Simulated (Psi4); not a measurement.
# PH3 (SMILES P) at DLPNO-CCSD(T)/6-311+G(d) (density fitting, density fitting for correlation, pno convergence tight)

Aim: the energy change on altering one bond length of PH3 at DLPNO-CCSD(T)/6-311+G* (density fitting, density fitting for correlation, pno convergence tight), from 2 runs. 

Program for the calculation: Psi4 1.11.

2 further runs of the same task are left out: 2 set aside as unsound or not needed.

**1. The system as given**

The species is PH3 (4 atoms), meant as a singlet with charge 0. SMILES: `P`. The coordinates come from a PBE0-D4/def2-TZVP (4 decimals) relaxation.

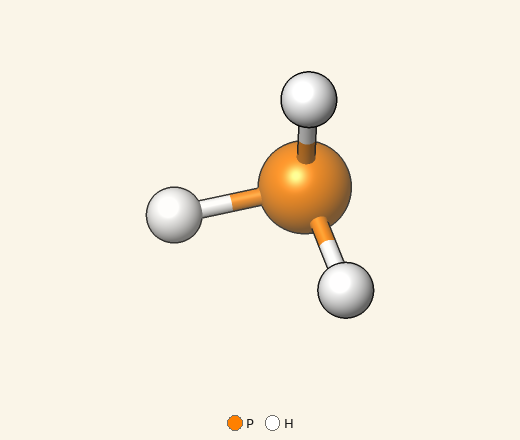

The structure, seen from a chosen angle (phosphorus orange, hydrogen white).

**2. A single-point energy at DLPNO-CCSD(T)/6-311+G(d) (density fitting, density fitting for correlation, pno convergence tight)**

h3p.sdf reads:

```

     RDKit          3D

  4  3  0  0  0  0  0  0  0  0999 V2000
    0.3460   -0.3265   -0.3328 P   0  0  0  0  0  0  0  0  0  0  0  0
    0.6309   -0.0340    1.0270 H   0  0  0  0  0  0  0  0  0  0  0  0
   -1.0055   -0.6630   -0.0572 H   0  0  0  0  0  0  0  0  0  0  0  0
    0.0287    1.0235   -0.6369 H   0  0  0  0  0  0  0  0  0  0  0  0
  2  1  1  0
  3  1  1  0
  4  1  1  0
M  END
$$$$
```

run.py reads:

```python
import numpy as np
from ase.calculators.psi4 import Psi4
from ase.io import read

mol = read('h3p.sdf')
calc = Psi4(atoms=mol, method='dlpno-ccsd(t)', basis='6-311+G*', memory='1600MB', num_threads=1, charge=0, multiplicity=1, label='h3p')
calc.psi4.set_options({'scf_type': 'df', 'freeze_core': True, 'pno_convergence': 'tight'})
mol.calc = calc

print(f'energy: {mol.get_potential_energy():.6f} eV')
```

On the command line:

```bash
$ python run.py
```

h3p.dat:

```text
[...]
  Running in c1 symmetry.
[...]
  Nuclear repulsion =   17.542621841641523
[...]
  Multiplicity = 1
[...]
  Nalpha       = 9
  Nbeta        = 9
[...]
    Number of basis functions: 39
[...]
   @DF-RHF iter   1:  -342.43165948233639   -3.30473e-01   6.44301e-03 ADIIS/DIIS
[...]
    Orbital Energies [Eh]
    ---------------------
    Doubly Occupied:
       1A    -79.948005     2A     -7.491927     3A     -5.385733
       4A     -5.385732     5A     -5.384570     6A     -0.858457
       7A     -0.523094     8A     -0.523052     9A     -0.390085
[...]
  @DF-RHF Final Energy:  -342.46793896467989
   => Energetics <=
    Nuclear Repulsion Energy =             17.5426218416415232
    One-Electron Energy =                -508.2398124330279643
    Two-Electron Energy =                 148.2292516267065707
    Total Energy =                       -342.4679389646798882
[...]
 Multipole Moments:
 ------------------------------------------------------------------------------------
     Multipole            Electronic (a.u.)      Nuclear  (a.u.)        Total (a.u.)
 ------------------------------------------------------------------------------------
 L = 1.  Multiply by 2.5417464519 to convert [e a0] to [Debye]
 Dipole X            :          1.0433489           -1.2197313           -0.1763824
 Dipole Y            :         -0.9845771            1.1510724            0.1664953
 Dipole Z            :         -1.0037853            1.1733711            0.1695858
 Magnitude           :                                                    0.2959574
[...]
   * WARNING: This answer will likely vary from one obtained by a energy('dlpno-mp2') call
                due to lack of a semi-canonical MP2 prescreening step in DLPNO-MP2, as well
[...]
  @LCCSD(T) iter   3:  -0.003214735095 -3.893e-08  9.239e-08        0
[...]
```

On the terminal:

```text
energy: -9322.778188 eV
```

It took 2.9 s on 1 thread of INTEL XEON PLATINUM 8581C at 2.10GHz (Emerald Rapids), shared host; peak memory 0.21 GiB.

**3. The distorted shape**

h3p.py reads:

```python
import psi4

psi4.set_memory(1600000000)
psi4.set_num_threads(1)
psi4.set_output_file('output.dat', False)

molecule = psi4.geometry("""
P
H 1 1.419782
H 1 3.5494 2 93.0914
H 1 1.419738 2 93.10089 3 93.28405
units angstrom
symmetry c1
""")

options = {'basis': '6-311+G*', 'scf_type': 'df', 'freeze_core': True, 'pno_convergence': 'tight'}
psi4.set_options(options)

e_tot, wfn = psi4.energy("dlpno-ccsd(t)", molecule=molecule, return_wfn=True)
print(f'total energy {e_tot:.8f} hartree = {e_tot * 27.211386:.5f} eV')
```

On the command line:

```bash
$ python h3p.py
```

output.dat:

```text
[...]
  Running in c1 symmetry.
[...]
  Nuclear repulsion =   13.946561699508649
[...]
  Multiplicity = 1
[...]
  Nalpha       = 9
  Nbeta        = 9
[...]
    Number of basis functions: 39
[...]
   @DF-RHF iter   1:  -342.05442927876783   -3.17008e-01   9.01304e-03 ADIIS/DIIS
[...]
    Orbital Energies [Eh]
    ---------------------
    Doubly Occupied:
       1A    -80.035857     2A     -7.574743     3A     -5.466669
       4A     -5.466625     5A     -5.465753     6A     -0.871625
       7A     -0.571887     8A     -0.463400     9A     -0.286428
[...]
  @DF-RHF Final Energy:  -342.24581226218623
   => Energetics <=
    Nuclear Repulsion Energy =             13.9465616995086492
    One-Electron Energy =                -499.9787751897956127
    Two-Electron Energy =                 143.7864012281007149
    Total Energy =                       -342.2458122621862344
[...]
 Multipole Moments:
 ------------------------------------------------------------------------------------
     Multipole            Electronic (a.u.)      Nuclear  (a.u.)        Total (a.u.)
 ------------------------------------------------------------------------------------
 L = 1.  Multiply by 2.5417464519 to convert [e a0] to [Debye]
 Dipole X            :         -0.9676028            1.2474339            0.2798311
 Dipole Y            :         -4.4779626            3.0522127           -1.4257498
 Dipole Z            :         -0.6732578            1.0149593            0.3417015
 Magnitude           :                                                    1.4925910
[...]
   * WARNING: This answer will likely vary from one obtained by a energy('dlpno-mp2') call
                due to lack of a semi-canonical MP2 prescreening step in DLPNO-MP2, as well
[...]
    WARNING: T1 Diagnostic is greater than 0.02, CCSD results may be unreliable!
[...]
  @LCCSD(T) iter   4:  -0.021860001947  4.942e-08  5.405e-08        0
[...]
```

On the terminal:

```text
total energy -342.49475075 hartree = -9319.75687 eV
```

It took 2.9 s on 1 thread of INTEL XEON PLATINUM 8581C at 2.10GHz (Emerald Rapids), shared host; peak memory 0.21 GiB.

**4. What came out**

At DLPNO-CCSD(T)/6-311+G* (density fitting, density fitting for correlation, pno convergence tight), 5 core orbitals frozen:

| quantity | value |
| --- | --- |
| first shape: total energy | -342.60578 Eh |
| first shape: HOMO energy (Hartree–Fock orbitals) | -10.61 eV |
| first shape: LUMO energy (Hartree–Fock orbitals) | 1.71 eV |
| first shape: HOMO–LUMO gap (Hartree–Fock orbitals) | 12.32 eV |
| first shape: correlation energy (5 core orbitals frozen) | -137.8 mEh |
| first shape: (T) correction | -3.22 mEh |
| first shape: T1 diagnostic | 0.012 |
| distorted shape: total energy | -342.49475 Eh |
| distorted shape: HOMO energy (Hartree–Fock orbitals) | -7.79 eV |
| distorted shape: LUMO energy (Hartree–Fock orbitals) | -2.37 eV |
| distorted shape: HOMO–LUMO gap (Hartree–Fock orbitals) | 5.42 eV |
| distorted shape: correlation energy (5 core orbitals frozen) | -248.9 mEh |
| distorted shape: (T) correction | -21.87 mEh |
| distorted shape: T1 diagnostic | 0.083 |
| energy change with the P1–H3 bond stretched from 1.420 to 3.549 Å | 3.021 eV |

**Reading.** One bond (distorted shape) is far stretched, which a spin-restricted single reference describes badly; perturbation theory on it can break down and give far too much correlation. With the P1–H3 bond stretched from 1.420 to 3.549 Å the energy rises by 3.02 eV (292 kJ/mol). The first shape isn't relaxed at this level, so the change isn't measured from a minimum. A restricted reference can't describe the breaking bond well at this length. The triples (first shape) make up 2.3 % of the correlation energy. The T1 diagnostic (distorted shape) of 0.083 is above the customary mark for such species, so a single reference may not serve. The triples (distorted shape) make up 8.8 % of the correlation energy.
